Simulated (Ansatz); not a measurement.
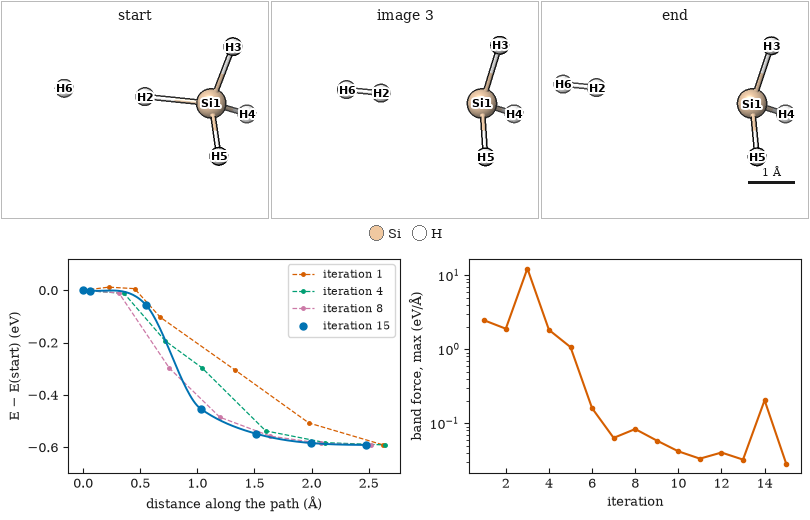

A nudged-elastic-band calculation for SiH$_{5}$ (multiplicity 2). Images are numbered from 0 (start) to 6 (end). The plot follows the band through its iterations. A ball-and-stick model, seen at a tilt.

The calculation used Ansatz, UKS r2SCAN-D4/def2-SVP.

Input file:
```yaml
crystal:
  periodic: [false, false, false]
  atoms:
    - { symbol: Si, position_ang: [0.000292, 0.0, -0.074323] }
    - { symbol: H, position_ang: [0.000142, 0.0, 1.431851] }
    - { symbol: H, position_ang: [1.408658, 0.0, -0.565959] }
    - { symbol: H, position_ang: [-0.703817, 1.219632, -0.566171] }
    - { symbol: H, position_ang: [-0.703817, -1.219632, -0.566171] }
    - { symbol: H, position_ang: [-5.9e-05, 0.0, 3.262174] }
magnetization:
  spin_polarized: true
  initial_magnetization: 1
basis:
  gaussian: { orbitals: def2-SVP }
hamiltonian:
  xc: r2scan
  dispersion: d4
neb:
  order_check: false
  images: 5
  f_tol: 0.03
  max_iterations: 60
  final_atoms:
    - { symbol: Si, position_ang: [0.00051197, 0.0, -0.59765017] }
    - { symbol: H, position_ang: [-0.00016308, 0.0, 2.93301584] }
    - { symbol: H, position_ang: [1.42678825, 0.0, -1.03565627] }
    - { symbol: H, position_ang: [-0.71274075, 1.235251, -1.03529412] }
    - { symbol: H, position_ang: [-0.71274075, -1.235251, -1.03529412] }
    - { symbol: H, position_ang: [-0.00025664, 0.0, 3.69227984] }
  initial_path:
    images:
      - { positions_ang: [[0.000292, 0.0, -0.074323], [0.000142, 0.0, 1.431851], [1.408658, 0.0, -0.565959], [-0.703817, 1.219632, -0.566171], [-0.703817, -1.219632, -0.566171], [-5.9e-05, 0.0, 3.262174]] }
      - { positions_ang: [[0.00019354, 0.0, -0.04954861], [9.729e-05, 0.0, 1.52456739], [1.39803648, 0.0, -0.53937563], [-0.69844686, 1.21022133, -0.53951243], [-0.69844686, -1.21022133, -0.53951243], [-3.46e-05, 0.0, 3.06478272]] }
      - { positions_ang: [[9.509e-05, 0.0, -0.02477422], [5.259e-05, 0.0, 1.61728378], [1.38741495, 0.0, -0.51279226], [-0.69307671, 1.20081067, -0.51285387], [-0.69307671, -1.20081067, -0.51285387], [-1.02e-05, 0.0, 2.86739145]] }
      - { positions_ang: [[-3.37e-06, 0.0, 1.7e-07], [7.88e-06, 0.0, 1.71000017], [1.37679343, 0.0, -0.4862089], [-0.68770657, 1.1914, -0.4861953], [-0.68770657, -1.1914, -0.4861953], [1.42e-05, 0.0, 2.67000017]] }
      - { positions_ang: [[0.00016841, 0.0, -0.19921661], [-4.91e-05, 0.0, 2.11767206], [1.39345837, 0.0, -0.66935802], [-0.6960513, 1.206017, -0.66922824], [-0.6960513, -1.206017, -0.66922824], [-7.608e-05, 0.0, 3.01076006]] }
      - { positions_ang: [[0.00034019, 0.0, -0.39843339], [-0.00010609, 0.0, 2.52534395], [1.41012331, 0.0, -0.85250714], [-0.70439602, 1.220634, -0.85226118], [-0.70439602, -1.220634, -0.85226118], [-0.00016636, 0.0, 3.35151995]] }
      - { positions_ang: [[0.00051197, 0.0, -0.59765017], [-0.00016308, 0.0, 2.93301584], [1.42678825, 0.0, -1.03565627], [-0.71274075, 1.235251, -1.03529412], [-0.71274075, -1.235251, -1.03529412], [-0.00025664, 0.0, 3.69227984]] }
```

Run as
```bash
ansatz run input.yaml --threads 1 --pin off --max-ram 2048MiB --backend cpu --events-out ev --progress --plain --runs-dir out
```

> How did the profile develop, and is the result final?

The run is converged, with reservations. The band converged in 15 iterations. The largest component of the band force went from 2.5 to 0.028 eV/Å. The first iteration put the highest image at 0.01 eV. No barrier shows: the energy is highest at the start, and the end lies 0.59 eV below the start.

Cost: 2.4 min on 1 thread of Arm Neoverse V1 (shared host), peak memory 0.12 GiB.
